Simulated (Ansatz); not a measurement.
# Lattice dynamics of LiSc3 (built on the sites of a database entry of LiAl3), part 2 of 2

Aim: the phonons of LiSc3 (built on the sites of a database entry of LiAl3) at a cell relaxed beforehand at this level. After the zone centre comes a 4×4×4 q mesh on a 12×12×12 k mesh.

Ansatz 0.2.0; DFT PBEsol, scalar-relativistic, plane waves, PAW.

So far. Step 2 (Linear response at the zone centre): Before it was imposed, the acoustic sum rule was missed by 2.2e-5 eV/Å². Small misses are needed for a sound result but don't prove that mesh and cutoff are converged. The lowest optical mode is real, 133 cm⁻¹.

The structure was built from a prototype and need not be the compound's stable phase.

**3. Response at finite wavevector (continued)**

The phonon density of states has structure finer than the step of the table below, so its rows give means over 25 cm⁻¹, whole bins alone (the curve runs from -128 to 322 cm⁻¹). Peaks (cm⁻¹: height): 102.5: 0.0871, 122.5: 0.0714, 167.5: 0.0711, 312.5: 0.213.

Tetrahedra on a 16×16×16 mesh, mean over bins of 5 cm-1. Interpolated from a 4×4×4 q mesh. Phonon density of states against wavenumber; means over each step:

```
wavenumber (cm⁻¹)  phonon density of states (1/cm⁻¹/cell)
             -100                                 0.00771
              -75                                  0.0124
              -50                                  0.0141
              -25                                 0.00899
                0                                 0.00913
               25                                  0.0112
               50                                  0.0212
               75                                  0.0291
              100                                  0.0428
              125                                  0.0574
              150                                  0.0477
              175                                  0.0401
              200                                  0.0293
              225                                  0.0255
              250                                 0.00139
              275                                       0
              300                                  0.0590
```

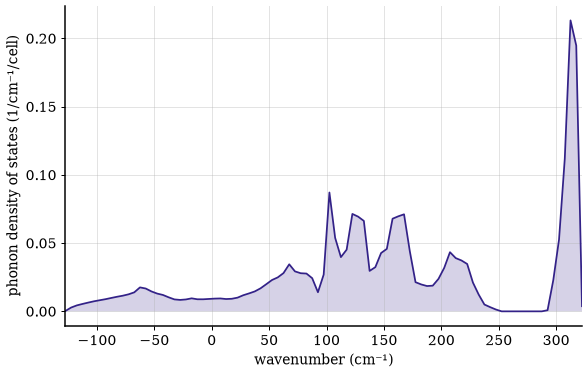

Phonon density of states against wavenumber.

The partial phonon density of states has structure finer than the step of the table below, so its rows give means over 25 cm⁻¹, whole bins alone (the curve runs from -136 to 340 cm⁻¹). Peaks (cm⁻¹: height): Li 312.9: 0.190; Sc -54.9: 0.0178, 67.7: 0.0361, 103.6: 0.0678, 124.5: 0.0747, 166.4: 0.0684, 208.2: 0.0398.

Phonopy on the run's constants, 13x13x13 mesh, Gaussian sigma 3.4 cm-1. Interpolated from a 4×4×4 q mesh. Table of partial phonon density of states by wavenumber; means over each step; values in 1/cm⁻¹/cell:

```
wavenumber (cm⁻¹)      Li       Sc
             -100  5.5e-6  0.00807
              -75  3.8e-5   0.0127
              -50  1.2e-4   0.0138
              -25  1.9e-4  0.00988
                0  1.4e-4  0.00464
               25  3.1e-4   0.0136
               50  3.5e-4   0.0187
               75  3.0e-4   0.0294
              100  1.7e-4   0.0445
              125  2.7e-4   0.0562
              150  3.5e-4   0.0482
              175  2.0e-4   0.0394
              200  3.4e-5   0.0293
              225  1.6e-5   0.0254
              250       0  0.00167
              275  3.4e-5   3.0e-7
              300  0.0595  0.00107
              325  0.0580  0.00142
```

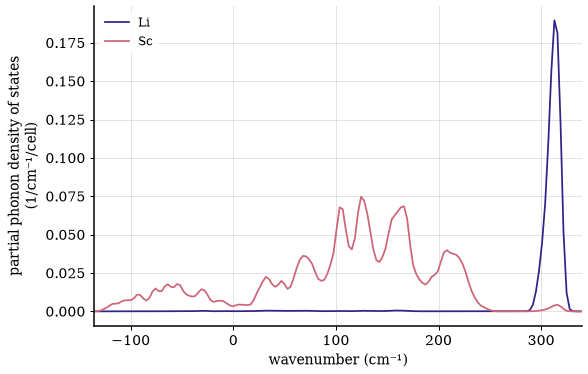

Partial phonon density of states, plotted against wavenumber.

Symmetry leaves 10 wavevectors to solve. The lowest mode among them, the acoustic zeros apart, lies at q = (-0.5, -0.5, -0.5) and is imaginary, 127.3i cm⁻¹, so the energy falls along it.

**4. Isotope substitution**

An isotope changes the mass and not the force constants, so no new electronic calculation is needed; the shifts show which modes move this element.

The same force constants with the mass of Li changed from 6.940 to 6.015 u (phonopy, no LO-TO term). Both lists are sorted by frequency; levels can cross, so a row need not hold one and the same mode. Modes under 3 cm⁻¹ are left out. Isotope shifts, by row, the first 40 of 45 rows:

```
          q  rank  natural mass (cm⁻¹)  changed mass (cm⁻¹)
      0 0 0     4                133.4                133.4
      0 0 0     5                133.4                133.4
      0 0 0     6                133.4                133.4
      0 0 0     7                236.5                236.5
      0 0 0     8                236.5                236.5
      0 0 0     9                236.5                236.5
      0 0 0    10                320.2                342.8
      0 0 0    11                320.2                342.8
      0 0 0    12                320.2                342.8
   0 0 0.25     1                49.65                49.76
   0 0 0.25     2                49.65                49.76
   0 0 0.25     3                64.87                   65
   0 0 0.25     4                114.2                114.2
   0 0 0.25     5                126.5                126.5
   0 0 0.25     6                126.5                126.5
   0 0 0.25     7                207.7                207.8
   0 0 0.25     8                215.2                215.2
   0 0 0.25     9                215.2                215.2
   0 0 0.25    10                318.3                  341
   0 0 0.25    11                318.3                  341
   0 0 0.25    12                319.5                342.5
   0 0 -0.5     1                87.79                87.79
   0 0 -0.5     2                87.79                87.79
   0 0 -0.5     3                102.8                102.8
   0 0 -0.5     4                  106                106.2
   0 0 -0.5     5                  106                106.2
   0 0 -0.5     6                111.8                111.8
   0 0 -0.5     7                165.5                165.5
   0 0 -0.5     8                192.1                192.1
   0 0 -0.5     9                192.1                192.1
   0 0 -0.5    10                317.7                340.7
   0 0 -0.5    11                317.7                340.7
   0 0 -0.5    12                317.9                341.5
0 0.25 0.25     1               -29.52               -29.59
0 0.25 0.25     2                67.01                67.11
0 0.25 0.25     3                80.33                80.35
0 0.25 0.25     4                104.1                104.2
0 0.25 0.25     5                121.5                121.5
0 0.25 0.25     6                136.1                136.2
0 0.25 0.25     7                  175                  175
```

A mode of this element alone would shift by +7.41 %. The highest zone-centre frequency without the field goes from 320.2 to 342.8 cm⁻¹ (+7.1 %). The product of the frequency ratios over all optical modes at Γ is 1.227; the product rule, (m/m′)^(3k/2) (M′/M)^(3/2) with k = 1 such atoms and M the mass of the cell, gives 1.227.

**5. Outcome**

| Quantity | Value |
| --- | --- |
| space group (within 0.01 Å) | Pm-3m |
| volume per atom | 22.4 Å³ |
| electronic character | no gap on this mesh |
| highest optical mode at the zone centre (no LO-TO term) | 320 cm⁻¹ |
| lowest optical zone-centre mode | 133 cm⁻¹ |
| lowest mode on the q mesh (acoustic modes at Γ apart) | -127 cm⁻¹ |
| highest frequency on the path or at a solved wavevector | 320 cm⁻¹ |
| imaginary modes on the 4×4×4 q mesh | yes |

What this shows: Modes are clearly imaginary (beyond 10i cm⁻¹) at 7 of the 10 irreducible wavevectors, most at q = (-0.5, -0.5, -0.5) (127.3i cm⁻¹), so this structure is not a minimum of the energy. The optical modes at Γ span 133 to 320 cm⁻¹. The highest mode in this list at Γ, 320.2 cm⁻¹, is mostly motion of Li (95 % of the kinetic energy). With no gap, or one that is small against the smearing, the frequencies hang on the k mesh and the smearing, most of all near Kohn anomalies. The starting cell was built on a prototype and not taken from a measurement, so the phase need not exist. These are harmonic frequencies at zero temperature: anharmonic shifts, linewidths and thermal expansion are left out.

[Logs are printed without paths, hosts, clocks, repeated set-up lines and the standing remarks that a program may print on its own settings, such as how far it seeks lower states.]

[Hosts, paths, dates, database ids (printed as entryN), source tags and the programs' standing remarks are cut or masked in the printed files.]
